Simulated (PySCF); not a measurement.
# CCSD(T)/STO-6G run of SiH4S (Si(SH)H3)

Aim: the vertical ionisation energy of SiH4S (Si(SH)H3) at CCSD(T)/STO-6G, from 2 runs. 

Program for the calculation: PySCF 2.14.0.

5 further runs of the same task are left out: 5 set aside as unsound or not needed.

## (1) The structure to begin with

SiH4S has 6 atoms, charge 0, and is taken as a singlet. SMILES: `[H][Si]([H])([H])S`. The shape is that of a GFN2-xTB optimisation.

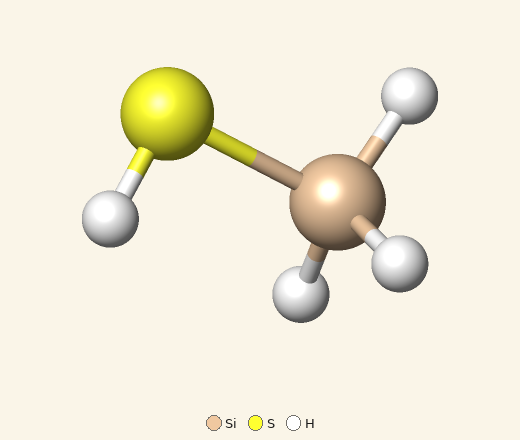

The structure, seen from a chosen angle (silicon light orange, sulfur yellow, hydrogen white).

## (2) The energy at CCSD(T)/STO-6G

job.py

```python
from pyscf import gto, scf, cc

system = gto.Mole()
system.atom = [
    ('Si', (0.201210, -0.014540, -0.544580)),
    ('S', (0.253720, 0.019820, 1.601470)),
    ('H', (-1.056810, 0.059910, 1.795240)),
    ('H', (1.606010, -0.020690, -0.909950)),
    ('H', (-0.503230, 1.180600, -0.990160)),
    ('H', (-0.500900, -1.225100, -0.952020)),
]
system.max_memory = 1860
system.charge = 0
system.verbose = 3
system.basis = 'sto-6g'
system.build()

mf = scf.RHF(system)
mf.conv_tol = 1e-10
mf.kernel()
if not mf.converged:
    mf = mf.newton().run(mf.mo_coeff, mf.mo_occ)

mycc = cc.CCSD(mf, frozen=10)
mycc.kernel()
e_t = mycc.ccsd_t()
energy = mycc.e_tot + e_t
print('Final energy', energy)
```

Command:

```sh
OMP_NUM_THREADS=1 python job.py
```

Standard output:

```text
converged SCF energy = -686.403033940263
E(CCSD) = -686.4939102980187  E_corr = -0.0908763577554423
CCSD(T) correction = -0.000627633031682578
Final energy -686.4945379310503
```

Run time: 1.1 s. Hardware: 1 thread of Arm Neoverse V1, shared host; peak memory 0.1 GiB.

## (3) The doublet cation at the same level

start.xyz

```xyz
6

Si     0.201210    -0.014540    -0.544580
S      0.253720     0.019820     1.601470
H     -1.056810     0.059910     1.795240
H      1.606010    -0.020690    -0.909950
H     -0.503230     1.180600    -0.990160
H     -0.500900    -1.225100    -0.952020
```

calc.py

```python
from pyscf import gto, cc

mol = gto.M(
    atom='start.xyz',
    verbose=4,
    basis='sto-6g',
    max_memory=1860,
    charge=1,
    spin=1,
)

hf = mol.UHF()
hf.conv_tol = 1e-10
hf.kernel()
if not hf.converged:
    hf = hf.newton().run(hf.mo_coeff, hf.mo_occ)

mycc = cc.CCSD(hf, frozen=10)
mycc.kernel()
e_t = mycc.ccsd_t()
etot = mycc.e_tot + e_t
print(f'total energy: {etot:.8f} hartree')
```

Command:

```sh
OMP_NUM_THREADS=1 python calc.py
```

Standard output:

```text
PySCF version 2.14.0

[INPUT] num. atoms = 6
[INPUT] num. electrons = 33
[INPUT] charge = 1
[INPUT] spin (= nelec alpha-beta = 2S) = 1
[INPUT] symmetry False subgroup None
[INPUT] Mole.unit = angstrom
[INPUT] Symbol           X                Y                Z      unit          X                Y                Z       unit  Magmom
[INPUT]  1 Si     0.201210000000  -0.014540000000  -0.544580000000 AA    0.380231793524  -0.027476617851  -1.029107052916 Bohr   0.0
[INPUT]  2 S      0.253720000000   0.019820000000   1.601470000000 AA    0.479461312325   0.037454371789   3.026339696707 Bohr   0.0
[INPUT]  3 H     -1.056810000000   0.059910000000   1.795240000000 AA   -1.997081465702   0.113213492123   3.392511927864 Bohr   0.0
[INPUT]  4 H      1.606010000000  -0.020690000000  -0.909950000000 AA    3.034919053313  -0.039098433517  -1.719556287048 Bohr   0.0
[INPUT]  5 H     -0.503230000000   1.180600000000  -0.990160000000 AA   -0.950966877665   2.231010662662  -1.871131219499 Bohr   0.0
[INPUT]  6 H     -0.500900000000  -1.225100000000  -0.952020000000 AA   -0.946563815795  -2.315103475205  -1.799057065108 Bohr   0.0

nuclear repulsion = 89.5275041447322
number of shells = 14
number of NR pGTOs = 132
number of NR cGTOs = 22
basis = sto-6g
ecp = {}

[... 65 lines left out ...]
converged SCF energy = -686.193174624586  <S^2> = 0.75649993  2S+1 = 2.0064894
[... 1 line left out ...]
******** <class 'pyscf.cc.uccsd.UCCSD'> ********
CC2 = 0
CCSD nocc = (np.int64(7), np.int64(6)), nmo = (12, 12)
frozen orbitals 10
max_cycle = 50
direct = 0
conv_tol = 1e-07
conv_tol_normt = 1e-06
diis_space = 6
diis_start_cycle = 0
diis_start_energy_diff = 1e+09
Init t2, MP2 energy = -0.0595179589114398
Init E_corr(UCCSD) = -0.0595179589183728
cycle = 1  E_corr(UCCSD) = -0.0776410669878684  dE = -0.0181231081  norm(t1,t2) = 0.059869
cycle = 2  E_corr(UCCSD) = -0.0840643374340086  dE = -0.00642327045  norm(t1,t2) = 0.024665
cycle = 3  E_corr(UCCSD) = -0.0882818003610438  dE = -0.00421746293  norm(t1,t2) = 0.0119884
cycle = 4  E_corr(UCCSD) = -0.0883116936374328  dE = -2.98932764e-05  norm(t1,t2) = 0.00408617
cycle = 5  E_corr(UCCSD) = -0.088340799957737  dE = -2.91063203e-05  norm(t1,t2) = 0.000899016
cycle = 6  E_corr(UCCSD) = -0.0883407978602623  dE = 2.09747469e-09  norm(t1,t2) = 0.000322154
cycle = 7  E_corr(UCCSD) = -0.0883356577325618  dE = 5.1401277e-06  norm(t1,t2) = 0.000126649
cycle = 8  E_corr(UCCSD) = -0.0883368172264764  dE = -1.15949391e-06  norm(t1,t2) = 4.69979e-05
cycle = 9  E_corr(UCCSD) = -0.0883373699226304  dE = -5.52696154e-07  norm(t1,t2) = 2.27145e-05
cycle = 10  E_corr(UCCSD) = -0.0883370025421432  dE = 3.67380487e-07  norm(t1,t2) = 6.3464e-06
cycle = 11  E_corr(UCCSD) = -0.0883366867101196  dE = 3.15832024e-07  norm(t1,t2) = 2.30055e-06
cycle = 12  E_corr(UCCSD) = -0.0883366238151395  dE = 6.289498e-08  norm(t1,t2) = 7.6658e-07
UCCSD converged
E(UCCSD) = -686.2815112484014  E_corr = -0.08833662381513954
UCCSD(T) correction = -0.000625127966233738
total energy: -686.28213638 hartree
```

Run time: 1.3 s. Hardware: 1 thread of Arm Neoverse V1, shared host; peak memory 0.12 GiB.

## (4) Outcome

Level: CCSD(T)/STO-6G, 10 core orbitals frozen.

| quantity | value |
| --- | --- |
| singlet SiH4S: total energy | -686.49454 Eh |
| singlet SiH4S: dipole moment (Hartree–Fock density) | 1.52 D |
| singlet SiH4S: HOMO energy (Hartree–Fock orbitals) | -6.97 eV |
| singlet SiH4S: LUMO energy (Hartree–Fock orbitals) | 11.17 eV |
| singlet SiH4S: HOMO–LUMO gap (Hartree–Fock orbitals) | 18.14 eV |
| singlet SiH4S: correlation energy (10 core orbitals frozen) | -91.5 mEh |
| singlet SiH4S: (T) correction | -0.63 mEh |
| singlet SiH4S: T1 diagnostic | 0.005 |
| doublet cation: total energy | -686.28214 Eh |
| doublet cation: HOMO energy (Hartree–Fock orbitals) (highest over α and β) | -17.64 eV |
| doublet cation: LUMO energy (Hartree–Fock orbitals) (lowest over α and β) | -4.47 eV |
| doublet cation: correlation energy (10 core orbitals frozen) | -89.0 mEh |
| doublet cation: (T) correction | -0.63 mEh |
| doublet cation: ⟨S²⟩ of the reference determinant | 0.756 |
| doublet cation: T1 diagnostic | 0.009 |
| vertical ionisation energy (to the doublet cation) | 5.780 eV |

In words: The vertical ionisation energy comes to 5.78 eV (558 kJ/mol). In a minimal basis such a difference can be off by several eV, whatever the method. The triples (singlet SiH4S) make up 0.7 % of the correlation energy. Mulliken charges (doublet cation) of the mean-field density run from -0.07 on H4 to +0.68 on Si1; they depend strongly on the basis. The triples (doublet cation) make up 0.7 % of the correlation energy.
